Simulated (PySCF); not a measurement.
**CH3FSSi (SMILES FC1[SiH2]S1): levels of theory compared**

We compute a comparison of 3 runs (TPSSh/ccECP-cc-pVDZ, TPSSh/ccECP-aug-cc-pVDZ, TPSSh/ccECP-cc-pVTZ) of CH3FSSi. 

Program for the calculation: PySCF 2.14.0.

## (1) The structure to begin with

The species is CH3FSSi (7 atoms), meant as a singlet with charge 0. As SMILES, `FC1[SiH2]S1`. Geometry: relaxed at PBE0-D4/def2-TZVP.

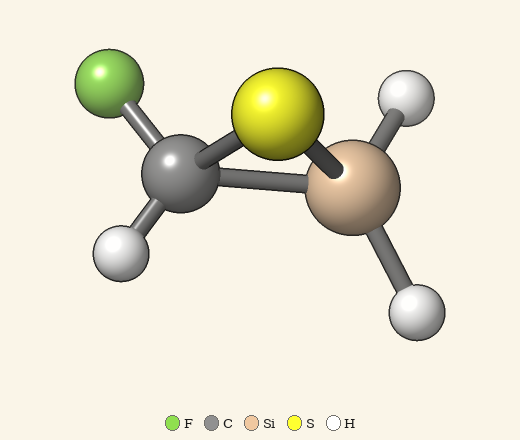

Viewed from a chosen angle; fluorine green, carbon grey, silicon light orange, sulfur yellow, hydrogen white.

## (2) The energy at TPSSh/ccECP-cc-pVDZ (core potential) (run 1)

File input.py:

```python
from pyscf import gto, dft

mol = gto.Mole()
mol.atom = [
    ('F', (-1.909000, 0.103100, 0.435700)),
    ('C', (-0.813100, 0.144100, -0.378100)),
    ('Si', (0.883100, -0.025600, 0.355100)),
    ('S', (-0.085400, -1.497300, -0.777900)),
    ('H', (-1.031700, 0.735800, -1.262900)),
    ('H', (0.977500, -0.211900, 1.817300)),
    ('H', (2.039800, 0.683800, -0.235000)),
]
mol.spin = 0
mol.basis = 'ccecp-cc-pvdz'
mol.ecp = {'F': 'ccecp', 'C': 'ccecp', 'Si': 'ccecp', 'S': 'ccecp', 'H': 'ccecp'}
mol.max_memory = 1860
mol.verbose = 3
mol.build()

ks = dft.RKS(mol, xc='tpssh')
ks.conv_tol = 1e-10
ks.grids.level = 4
ks.kernel()
if not ks.converged:
    ks = ks.newton().run(ks.mo_coeff, ks.mo_occ)

etot = ks.e_tot
print('E(%s) = %.9f' % ('TPSSH', etot))
```

Started as:

```bash
$ OMP_NUM_THREADS=1 python input.py
```

Log:

```text
converged SCF energy = -45.8073700197361
E(TPSSH) = -45.807370020
```

Run time: 17 s. Hardware: 1 thread of Arm Neoverse V2, shared host; peak memory 0.37 GiB.

## (3) The energy at TPSSh/ccECP-aug-cc-pVDZ (core potential) (run 2)

File input.xyz:

```xyz
7
CH3FSSi
F     -1.909000     0.103100     0.435700
C     -0.813100     0.144100    -0.378100
Si     0.883100    -0.025600     0.355100
S     -0.085400    -1.497300    -0.777900
H     -1.031700     0.735800    -1.262900
H      0.977500    -0.211900     1.817300
H      2.039800     0.683800    -0.235000
```

File run.py:

```python
from pyscf import gto, dft

system = gto.M(
    atom='input.xyz',
    ecp={'F': 'ccecp', 'C': 'ccecp', 'Si': 'ccecp', 'S': 'ccecp', 'H': 'ccecp'},
    max_memory=1860,
    spin=0,
    charge=0,
    verbose=3,
    basis='ccecp-aug-cc-pvdz',
)

calc0 = dft.RKS(system, xc='tpssh')
calc0.grids.level = 4
calc0.conv_tol = 1e-10
calc0.kernel()
if not calc0.converged:
    calc0 = calc0.newton().run(calc0.mo_coeff, calc0.mo_occ)

etot = calc0.e_tot
print('E = %.10f Eh' % etot)
```

Started as:

```bash
$ OMP_NUM_THREADS=1 python run.py
```

Log:

```text
converged SCF energy = -45.8269808804478
E = -45.8269808804 Eh
```

Wall time 36 s (1 thread of Arm Neoverse V2, shared host); peak memory 0.64 GiB.

## (4) The energy at TPSSh/ccECP-cc-pVTZ (core potential) (run 3)

File calc.py:

```python
# FC1[SiH2]S1
from pyscf import gto, dft

molecule = gto.M(
    atom=[
    ('F', (-1.909000, 0.103100, 0.435700)),
    ('C', (-0.813100, 0.144100, -0.378100)),
    ('Si', (0.883100, -0.025600, 0.355100)),
    ('S', (-0.085400, -1.497300, -0.777900)),
    ('H', (-1.031700, 0.735800, -1.262900)),
    ('H', (0.977500, -0.211900, 1.817300)),
    ('H', (2.039800, 0.683800, -0.235000)),
],
    spin=0,
    verbose=4,
    basis='ccecp-cc-pvtz',
    max_memory=1860,
    charge=0,
    ecp={'F': 'ccecp', 'C': 'ccecp', 'Si': 'ccecp', 'S': 'ccecp', 'H': 'ccecp'},
)

mf = dft.RKS(molecule, xc='tpssh')
mf.conv_tol = 1e-10
mf.grids.level = 4
mf.kernel()
if not mf.converged:
    mf = mf.newton().run(mf.mo_coeff, mf.mo_occ)

e_tot = mf.e_tot
print(f'total energy: {e_tot:.8f} hartree')
```

Started as:

```bash
$ OMP_NUM_THREADS=1 python calc.py
```

Log:

```text
PySCF version 2.14.0

[... 76 lines left out ...]
converged SCF energy = -45.8487825268771
total energy: -45.84878253 hartree
```

It took 64 s on 1 thread of Arm Neoverse V2, shared host; peak memory 1.2 GiB.

## (5) Overview of the runs

```tsv
run	level	energy (Eh)	dipole moment (D)	HOMO energy (eV)	LUMO energy (eV)	wall time
1	TPSSh/ccECP-cc-pVDZ (core potential)	-45.807370	2.23	-6.90	-0.81	17 s
2	TPSSh/ccECP-aug-cc-pVDZ (core potential)	-45.826981	2.14	-6.87	-0.97	36 s
3	TPSSh/ccECP-cc-pVTZ (core potential)	-45.848783	2.10	-6.84	-0.92	64 s
```

## (6) What came out

| quantity | value |
| --- | --- |
| run 3: total energy | -45.84878 Eh |
| run 3: dipole moment | 2.10 D |
| run 3: HOMO energy | -6.84 eV |
| run 3: LUMO energy | -0.92 eV |
| run 3: HOMO–LUMO gap | 5.92 eV |

What this shows: The dipole moment (its size) runs from 2.10 D (TPSSh/ccECP-cc-pVTZ) to 2.23 D (TPSSh/ccECP-cc-pVDZ). The HOMO–LUMO gap runs from 5.91 eV (TPSSh/ccECP-aug-cc-pVDZ) to 6.09 eV (TPSSh/ccECP-cc-pVDZ). All runs together took 1.9 min, the longest 64 s.
